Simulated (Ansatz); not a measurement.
## MoS2 (R3m): refractive index against wavelength

The refractive index of MoS2 (R3m) along x below the direct gap (1.71 eV on the mesh) is read from one computed spectrum, n = √(Re ε). x, y and z are the Cartesian axes of the input cell.

Cell: a, b, c = 6.415, 6.415, 6.415 Å (primitive vectors), 3 atoms.

Method: Ansatz 0.2.0, PBE, independent particles, k-mesh 12×12×12 with interpolation inside its cells, Gaussian parameter 0.15 eV.

Launch of the response step: `ansatz run input.yaml --threads 4 --pin off --max-ram 8192MiB --backend cpu --events-out ev --progress --plain --runs-dir out`. The run took 37 s, on 4 threads of Arm Neoverse V1, with other jobs on the host.

```
wavelength (nm)  photon energy E (eV)       n
           3000                 0.413  4.0430
           2000                 0.620  4.0859
           1550                 0.800  4.1409
           1310                 0.946       ?
           1064                 1.165  4.3275
```

In the single-oscillator model n² − 1 = E₀E_d/(E₀² − E²), so 1/(n² − 1) = E₀/E_d − E²/(E₀E_d) is linear in E².

Working, on the rows shown:

| x = E² (eV²) | y = 1/(n² − 1) |
| --- | --- |
| 0.170801 | 0.0651642 |
| 0.384302 | 0.0637163 |
| 0.639837 | 0.0619308 |
| 1.35784 | 0.0564103 |

Means: x̄ = 0.6382, ȳ = 0.061805. Σ(x − x̄)(y − ȳ) = -0.005937, Σ(x − x̄)² = 0.8008. Slope = -0.005937 / 0.8008 = -0.007414; intercept = ȳ − slope · x̄ = 0.066537. Turned back into n, the line misses the rows shown by at most 0.0043.

Problem. Fill in the last column of the withheld row.

Solution. At x = 0.89576 the line gives y = 0.059896, that is 4.2066. The run gave 4.2013, so the interpolation is off by 0.0053, 1.9 % of the range in the table.

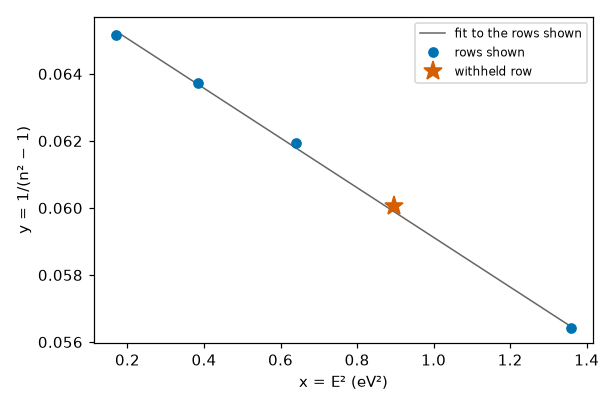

Refitted with all rows, the slope is -0.007375 and the intercept 0.066543. These give E₀ = √(intercept/−slope) = 3.00 eV and E_d = E₀/intercept = 45.1 eV; E₀ is 1.8 times the direct gap. The electronic limit at long wavelengths, without lattice vibrations, is n = √(1 + 1/intercept) = 4.003. Excitons are left out and so are local fields; PBE gaps are as a rule too small. Spin-orbit coupling is left out.

[Logs are printed without paths, hosts, clocks, repeated set-up lines and the standing remarks that a program may print on its own settings, such as how far it seeks lower states.]
